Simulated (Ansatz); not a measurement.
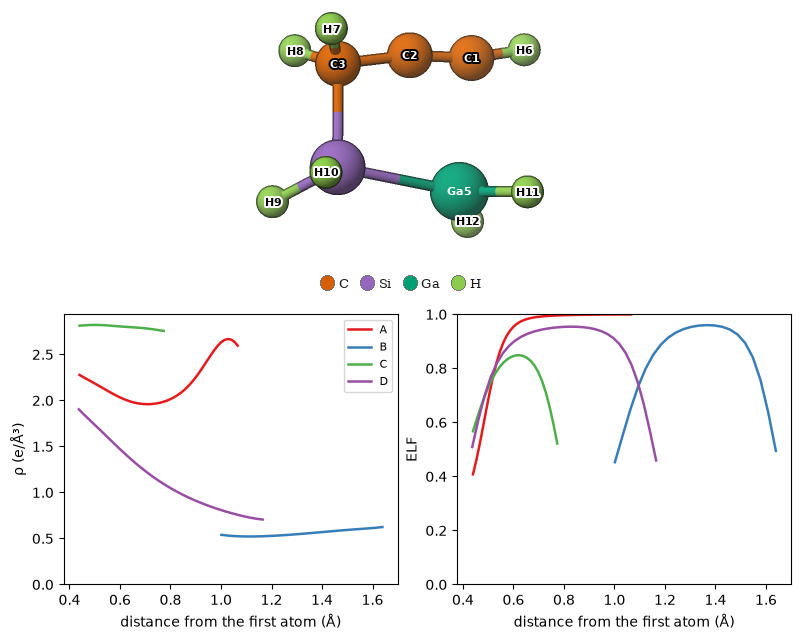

The picture shows: C$_{3}$H$_{7}$GaSi (SMILES C#CC[SiH2][GaH2]). Total electron density and electron localisation function along straight lines between neighbouring atoms. The curves leave out the atomic cores. The structure is drawn too.

Geometry: PBE0-D4/def2-TZVP.

Computed with RKS PBE0-D4/def2-TZVPP in Ansatz.

Input

```
crystal:
  periodic: [false, false, false]
  atoms:
    - {symbol: C, position_ang: [-1.813105, -0.634574, 0.424110]}
    - {symbol: C, position_ang: [-0.702397, -0.563349, 0.907087]}
    - {symbol: C, position_ang: [0.674720, -0.383722, 1.290701]}
    - {symbol: Si, position_ang: [1.413485, 0.500036, -0.272404]}
    - {symbol: Ga, position_ang: [-0.663316, 0.458443, -1.530023]}
    - {symbol: H, position_ang: [-2.838472, -0.783442, 0.173341]}
    - {symbol: H, position_ang: [0.760483, 0.234323, 2.186735]}
    - {symbol: H, position_ang: [1.161330, -1.343230, 1.478015]}
    - {symbol: H, position_ang: [2.569643, -0.311338, -0.747991]}
    - {symbol: H, position_ang: [1.957180, 1.815390, 0.169709]}
    - {symbol: H, position_ang: [-1.587345, 1.731274, -1.542385]}
    - {symbol: H, position_ang: [-0.932208, -0.719801, -2.536893]}
basis:
  gaussian: {orbitals: def2-TZVPP}
hamiltonian: {xc: pbe0, dispersion: d4}
output: {orbitals: {seedname: orbitals}}
```

Command:

```sh
ansatz run in.yaml --threads 4 --pin off --events-out ev --progress --plain --max-ram 10444MiB
```

Which curve belongs to which contact (C–C, C–H, C–Si and Ga–Si)? The first atom named is at distance zero.

Answer. Curve A: C–H (1.07 Å): ρ at the midpoint is about 2.1 e/Å³; the ELF climbs to about 1 towards the hydrogen, as it does in any bond to H (an ordinary covalent bond to hydrogen). Curve B: Ga–Si (2.43 Å): ρ is about 0.53 e/Å³ halfway; the ELF peaks at about 0.95 between the atoms; localised, covalent bonding. Curve C: C–C (1.21 Å): ρ is about 2.8 e/Å³ halfway; the ELF peaks at about 0.85 between the atoms: a multiple bond. Curve D: C–Si (1.94 Å): ρ at the midpoint is about 0.84 e/Å³; the ELF peaks at about 0.95 between the atoms (localised, covalent bonding).
